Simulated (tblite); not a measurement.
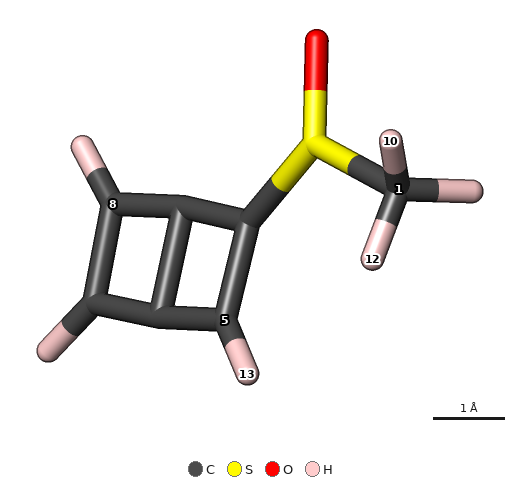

The input geometry (stick view, seen at a tilt; atoms are numbered from 1 in the order of the input).

C₇H₆OS: saddle-point search

C₇H₆OS, SMILES C[S@@](=O)c1cc2ccc1=2, computed with GFN2-xTB saddle search (eigenvector following) and harmonic vibrations, gas phase (tblite 0.8.0).

## Input
```
{"job": {"xc": "GFN2-xTB", "basis": "xTB", "kind": "saddle"}, "charge": 0, "multiplicity": 1}
C      2.993809    -0.348767    -0.750854
S      1.672406     0.541820     0.222725
O      2.092047     1.712803     1.027669
C     -0.027599     0.159912    -0.032643
C     -0.676462    -0.993806    -0.603164
C     -1.905896    -0.590882    -0.147476
C     -3.075553    -0.089977     0.417062
C     -2.407650     0.997242     1.066140
C     -1.180609     0.668816     0.533940
H      3.788714    -0.488753    -0.029685
H      3.343276     0.200672    -1.620897
H      2.527463    -1.283829    -1.028625
H     -0.324639    -1.856336    -1.138063
H     -4.100480    -0.402272     0.340681
H     -2.718828     1.773358     1.743189
```

The first line tells a small driver script what to run in tblite; the rest is the geometry in Å.

Command:
```bash
OMP_NUM_THREADS=1 python <driver script> task.json out
```

## The program's output
```
step      E/eV     max force
  0    -681.50272   3.0192
  1    -681.33434   0.3729
  2    -681.34069   0.2901
  3    -681.34135   0.3192
  4    -681.34581   0.1347
  5    -681.34208   0.1727
  6    -681.34640   0.1026
  7    -681.34669   0.0758
  8    -681.34746   0.0150
  9    -681.34754   0.0428
 10    -681.34767   0.0090
 11    -681.34775   0.0162
 12    -681.34776   0.0000
lowest wavenumbers (cm-1): -743.4 73.6 76.2 95.0 109.4 133.9
```

## Trajectory as extended XYZ (Å, eV, eV/Å), 12 frames, from step=0 to step=12
```
15
Properties=species:S:1:pos:R:3:forces:R:3 step=0 energy=-681.50272
C     2.9938   -0.3488   -0.7509   -0.0880   0.5840  -0.6690
S     1.6724    0.5418    0.2227    0.2380  -1.8780   2.3520
O     2.0920    1.7128    1.0277   -0.0960   0.6650  -0.9130
C    -0.0276    0.1599   -0.0326   -0.0320   0.6360  -0.7660
C    -0.6765   -0.9938   -0.6032    0.0000  -0.0030   0.0020
C    -1.9059   -0.5909   -0.1475   -0.0070  -0.0080  -0.0060
C    -3.0756   -0.0900    0.4171   -0.0030  -0.0040   0.0090
C    -2.4077    0.9972    1.0661   -0.0020   0.0150  -0.0060
C    -1.1806    0.6688    0.5339   -0.0020   0.0000  -0.0050
H     3.7887   -0.4888   -0.0297    0.0010  -0.0010  -0.0090
H     3.3433    0.2007   -1.6209   -0.0040  -0.0050   0.0040
H     2.5275   -1.2838   -1.0286    0.0040   0.0040   0.0060
H    -0.3246   -1.8563   -1.1381    0.0010  -0.0030  -0.0110
H    -4.1005   -0.4023    0.3407   -0.0060  -0.0090   0.0030
H    -2.7188    1.7734    1.7432   -0.0040   0.0070   0.0080
15
Properties=species:S:1:pos:R:3:forces:R:3 step=1 energy=-681.33434
C     2.9845   -0.3695   -0.7206   -0.0370   0.1130  -0.0570
S     1.6573    0.6074    0.1488    0.1340  -0.1830   0.2960
O     2.1068    1.7610    0.9786   -0.0770  -0.0010  -0.2340
C    -0.0233    0.1456   -0.0106    0.0570   0.0060   0.0260
C    -0.6757   -0.9812   -0.6313    0.0320   0.0070  -0.0040
C    -1.8990   -0.5954   -0.1472   -0.0560   0.0650  -0.0560
C    -3.0658   -0.1080    0.4374   -0.0060   0.0020  -0.0090
C    -2.4024    0.9925    1.0734   -0.0510   0.0300  -0.0370
C    -1.1739    0.6575    0.5559    0.0320  -0.0590  -0.0060
H     3.7495   -0.5577    0.0252   -0.0090  -0.0270  -0.0580
H     3.3833    0.1948   -1.5604   -0.0650  -0.0170   0.0890
H     2.4948   -1.2800   -1.0429    0.0390   0.0340   0.0060
H    -0.3291   -1.8084   -1.2257   -0.0280   0.0650   0.0210
H    -4.0840   -0.4490    0.3979    0.0290  -0.0220   0.0370
H    -2.7231    1.7903    1.7214    0.0040  -0.0130  -0.0120
15
Properties=species:S:1:pos:R:3:forces:R:3 step=2 energy=-681.34069
C     2.9461   -0.3768   -0.7200    0.1110  -0.0080   0.0490
S     1.6784    0.6400    0.1707   -0.2430  -0.1450  -0.0640
O     2.1240    1.8432    0.9246    0.0320  -0.0410  -0.0330
C     0.0089    0.1101    0.0772    0.0190   0.0390   0.0270
C    -0.6428   -0.9872   -0.6013    0.0600   0.0350   0.0210
C    -1.8755   -0.6032   -0.1386    0.0550   0.0340   0.0020
C    -3.0573   -0.1019    0.4001    0.0660   0.0680   0.0390
C    -2.4020    0.9788    1.0794   -0.0010  -0.0430  -0.0440
C    -1.1540    0.6188    0.6229   -0.0580  -0.0640  -0.0230
H     3.7339   -0.6190   -0.0107   -0.0570  -0.0010  -0.0780
H     3.3343    0.1992   -1.5538    0.0090  -0.0210   0.0130
H     2.4182   -1.2633   -1.0548    0.0350   0.1020   0.0460
H    -0.2958   -1.7947   -1.2239   -0.0160   0.0810   0.0590
H    -4.0770   -0.4238    0.3128   -0.0300  -0.0170   0.0050
H    -2.7395    1.7797    1.7155    0.0170  -0.0170  -0.0180
15
Properties=species:S:1:pos:R:3:forces:R:3 step=3 energy=-681.34135
C     2.9455   -0.3684   -0.7396    0.1010  -0.1930  -0.0360
S     1.6757    0.6241    0.1698   -0.0450   0.0650   0.0060
O     2.1455    1.8104    0.9352    0.0040  -0.0270  -0.0190
C     0.0073    0.1174    0.0965    0.0230  -0.0060   0.0520
C    -0.6295   -0.9948   -0.5610   -0.0330   0.0030  -0.0010
C    -1.8685   -0.6108   -0.1172   -0.0520   0.0260   0.0000
C    -3.0599   -0.1051    0.3984    0.0230  -0.0120  -0.0120
C    -2.4177    0.9902    1.0635    0.0430   0.0180  -0.0110
C    -1.1634    0.6270    0.6256   -0.0440   0.0270   0.0270
H     3.7096   -0.6797   -0.0221   -0.1840   0.0780  -0.2180
H     3.3695    0.2517   -1.5304   -0.0520  -0.1350   0.1570
H     2.3973   -1.2215   -1.1432    0.1810   0.2410   0.1050
H    -0.2685   -1.8089   -1.1588    0.0080  -0.0440  -0.0400
H    -4.0777   -0.4341    0.3025    0.0040  -0.0030   0.0190
H    -2.7654    1.8024    1.6809    0.0240  -0.0390  -0.0300
15
Properties=species:S:1:pos:R:3:forces:R:3 step=4 energy=-681.34581
C     2.9676   -0.3631   -0.7330    0.0430   0.0080  -0.0100
S     1.6693    0.6022    0.1659   -0.1090   0.0550  -0.0570
O     2.1205    1.7816    0.9506    0.0180  -0.0020   0.0150
C    -0.0015    0.0993    0.0799    0.0030  -0.0250   0.0160
C    -0.6560   -1.0023   -0.5828    0.0200  -0.0270  -0.0260
C    -1.8850   -0.6144   -0.1140    0.0030  -0.0030  -0.0050
C    -3.0655   -0.1013    0.4167   -0.0030   0.0050   0.0000
C    -2.4108    1.0001    1.0598    0.0350   0.0230   0.0090
C    -1.1628    0.6195    0.6191   -0.0320   0.0120   0.0210
H     3.7336   -0.6288   -0.0152    0.0520  -0.0260   0.0190
H     3.3732    0.2558   -1.5271   -0.0070  -0.0120   0.0200
H     2.4623   -1.2359   -1.1225   -0.0200  -0.0060  -0.0100
H    -0.3111   -1.8079   -1.2084   -0.0270   0.0650   0.0500
H    -4.0835   -0.4356    0.3520   -0.0140   0.0010   0.0020
H    -2.7501    1.8307    1.6589    0.0390  -0.0690  -0.0430
15
Properties=species:S:1:pos:R:3:forces:R:3 step=5 energy=-681.34208
C     3.0062   -0.3579   -0.7100   -0.0110  -0.0550  -0.0180
S     1.6500    0.5969    0.1374    0.0650  -0.1570  -0.0150
O     2.0561    1.7973    0.9139   -0.0050   0.0320  -0.0220
C    -0.0185    0.0873    0.0212   -0.0120   0.0560   0.0360
C    -0.6962   -1.0103   -0.6214   -0.0130   0.0800   0.0720
C    -1.9172   -0.5991   -0.1513    0.0210   0.0170   0.0050
C    -3.0751   -0.0874    0.4285    0.0100   0.0100   0.0070
C    -2.3876    0.9925    1.0753   -0.0640  -0.0580  -0.0230
C    -1.1648    0.6259    0.5732    0.0660  -0.0480  -0.0440
H     3.7639   -0.5944    0.0355   -0.1290   0.0360  -0.1090
H     3.4163    0.2554   -1.5085   -0.0240  -0.0540   0.0760
H     2.5219   -1.2511   -1.0956    0.0850   0.1350   0.0590
H    -0.3688   -1.8361   -1.2166    0.0610  -0.1150  -0.1020
H    -4.0993   -0.4094    0.3935    0.0190  -0.0030  -0.0110
H    -2.6869    1.7904    1.7248   -0.0690   0.1240   0.0900
15
Properties=species:S:1:pos:R:3:forces:R:3 step=6 energy=-681.34640
C     2.9839   -0.3651   -0.7220    0.0060  -0.0070   0.0060
S     1.6616    0.5995    0.1517    0.0020   0.0070   0.0060
O     2.0970    1.8024    0.9101   -0.0060  -0.0140  -0.0110
C    -0.0073    0.0903    0.0697   -0.0010   0.0130   0.0050
C    -0.6696   -1.0028   -0.5971   -0.0090  -0.0210  -0.0210
C    -1.8926   -0.6245   -0.1037   -0.0050   0.0200   0.0120
C    -3.0690   -0.1027    0.4300    0.0220   0.0040  -0.0020
C    -2.4057    0.9969    1.0687    0.0300   0.0120  -0.0030
C    -1.1602    0.6033    0.6330   -0.0580   0.0110   0.0070
H     3.7369   -0.6355    0.0106   -0.0130   0.0000  -0.0130
H     3.4048    0.2575   -1.5042    0.0000  -0.0040   0.0070
H     2.4837   -1.2357   -1.1257    0.0040   0.0150   0.0040
H    -0.3337   -1.7912   -1.2480   -0.0240   0.0430   0.0500
H    -4.0904   -0.4292    0.3685    0.0120   0.0030   0.0000
H    -2.7393    1.8368    1.6585    0.0400  -0.0820  -0.0470
15
Properties=species:S:1:pos:R:3:forces:R:3 step=7 energy=-681.34669
C     2.9647   -0.3678   -0.7303    0.0200  -0.0420   0.0110
S     1.6665    0.6176    0.1549    0.0170   0.0170   0.0010
O     2.1213    1.8194    0.9042   -0.0110  -0.0220  -0.0110
C    -0.0009    0.1073    0.0805   -0.0190  -0.0100   0.0000
C    -0.6499   -1.0009   -0.5744   -0.0080   0.0270   0.0290
C    -1.8841   -0.6060   -0.1263   -0.0070  -0.0030  -0.0020
C    -3.0663   -0.1001    0.4079    0.0010  -0.0060  -0.0040
C    -2.4108    0.9906    1.0680   -0.0090  -0.0260  -0.0100
C    -1.1658    0.6279    0.6117    0.0280  -0.0120  -0.0130
H     3.7082   -0.6803   -0.0021   -0.0520   0.0190  -0.0490
H     3.4074    0.2606   -1.4965   -0.0060  -0.0220   0.0210
H     2.4381   -1.2135   -1.1570    0.0370   0.0600   0.0280
H    -0.2977   -1.8214   -1.1684    0.0150  -0.0420  -0.0400
H    -4.0862   -0.4289    0.3314    0.0160   0.0050   0.0030
H    -2.7444    1.7954    1.6965   -0.0240   0.0570   0.0370
15
Properties=species:S:1:pos:R:3:forces:R:3 step=8 energy=-681.34746
C     2.9808   -0.3633   -0.7242    0.0040   0.0070  -0.0060
S     1.6608    0.6057    0.1460   -0.0080  -0.0020  -0.0010
O     2.0964    1.8111    0.8991    0.0020   0.0080   0.0030
C    -0.0071    0.0945    0.0666    0.0070   0.0000  -0.0010
C    -0.6669   -1.0075   -0.5875    0.0040   0.0020   0.0010
C    -1.8947   -0.6093   -0.1249   -0.0040  -0.0030   0.0010
C    -3.0694   -0.0959    0.4181   -0.0050  -0.0010   0.0010
C    -2.4040    0.9930    1.0714   -0.0050   0.0000   0.0010
C    -1.1639    0.6196    0.6097    0.0040   0.0010   0.0010
H     3.7216   -0.6552    0.0116    0.0060  -0.0050   0.0040
H     3.4188    0.2650   -1.4922   -0.0010  -0.0030   0.0060
H     2.4732   -1.2200   -1.1461   -0.0030  -0.0040  -0.0060
H    -0.3248   -1.8237   -1.1956    0.0050  -0.0100  -0.0100
H    -4.0909   -0.4198    0.3516   -0.0030  -0.0010   0.0000
H    -2.7300    1.8058    1.6963   -0.0040   0.0120   0.0060
15
Properties=species:S:1:pos:R:3:forces:R:3 step=9 energy=-681.34754
C     2.9854   -0.3623   -0.7225    0.0130  -0.0210  -0.0090
S     1.6591    0.6033    0.1434    0.0010   0.0000  -0.0030
O     2.0895    1.8111    0.8959    0.0010   0.0000   0.0010
C    -0.0087    0.0916    0.0626    0.0010   0.0010   0.0010
C    -0.6710   -1.0101   -0.5896    0.0000   0.0010   0.0010
C    -1.8963   -0.6160   -0.1164   -0.0010   0.0020   0.0010
C    -3.0696   -0.0987    0.4263    0.0020   0.0010   0.0010
C    -2.4031    0.9962    1.0688    0.0000   0.0020   0.0010
C    -1.1632    0.6156    0.6119    0.0010   0.0020   0.0010
H     3.7176   -0.6678    0.0185   -0.0280   0.0090  -0.0300
H     3.4347    0.2751   -1.4776   -0.0110  -0.0220   0.0240
H     2.4777   -1.2120   -1.1619    0.0220   0.0340   0.0140
H    -0.3326   -1.8206   -1.2079    0.0020  -0.0020   0.0000
H    -4.0909   -0.4248    0.3671   -0.0040  -0.0010   0.0000
H    -2.7287    1.8193    1.6813    0.0010  -0.0050  -0.0030
15
Properties=species:S:1:pos:R:3:forces:R:3 step=10 energy=-681.34767
C     2.9834   -0.3626   -0.7238    0.0050  -0.0010  -0.0030
S     1.6598    0.6045    0.1442   -0.0010  -0.0010  -0.0010
O     2.0927    1.8114    0.8966    0.0010   0.0030   0.0010
C    -0.0082    0.0934    0.0639    0.0010   0.0000   0.0000
C    -0.6689   -1.0101   -0.5869    0.0010   0.0000   0.0000
C    -1.8950   -0.6158   -0.1159   -0.0010   0.0000   0.0000
C    -3.0691   -0.0995    0.4257    0.0000   0.0000   0.0000
C    -2.4041    0.9966    1.0675   -0.0010   0.0010   0.0010
C    -1.1636    0.6175    0.6111    0.0000   0.0010   0.0000
H     3.7121   -0.6747    0.0164   -0.0040   0.0000  -0.0050
H     3.4370    0.2761   -1.4741   -0.0030  -0.0060   0.0060
H     2.4738   -1.2071   -1.1684    0.0030   0.0060   0.0010
H    -0.3289   -1.8220   -1.2025    0.0010  -0.0020  -0.0010
H    -4.0900   -0.4270    0.3664   -0.0020   0.0000   0.0000
H    -2.7311    1.8192    1.6797    0.0000  -0.0010   0.0000
15
Properties=species:S:1:pos:R:3:forces:R:3 step=12 energy=-681.34776
C     2.9813   -0.3619   -0.7259    0.0000   0.0000   0.0000
S     1.6602    0.6073    0.1435    0.0000   0.0000   0.0000
O     2.0944    1.8161    0.8923    0.0000   0.0000   0.0000
C    -0.0073    0.0947    0.0655    0.0000   0.0000   0.0000
C    -0.6659   -1.0135   -0.5796    0.0000   0.0000   0.0000
C    -1.8932   -0.6175   -0.1132    0.0000   0.0000   0.0000
C    -3.0684   -0.1011    0.4262    0.0000   0.0000   0.0000
C    -2.4052    0.9981    1.0645    0.0000   0.0000   0.0000
C    -1.1641    0.6203    0.6084    0.0000   0.0000   0.0000
H     3.6961   -0.7017    0.0153    0.0000   0.0000   0.0000
H     3.4533    0.2862   -1.4561    0.0000   0.0000   0.0000
H     2.4648   -1.1882   -1.1955    0.0000   0.0000   0.0000
H    -0.3239   -1.8298   -1.1883    0.0000   0.0000   0.0000
H    -4.0889   -0.4301    0.3673    0.0000   0.0000   0.0000
H    -2.7333    1.8212    1.6754    0.0000   0.0000   0.0000
```

## Results in brief

- outcome: converged
- total energy: −681.3478 eV
- point group: Cs
- hardware: 1 CPU thread, shared host
- wall time: 5.3 s
- peak memory: 0.2 GiB
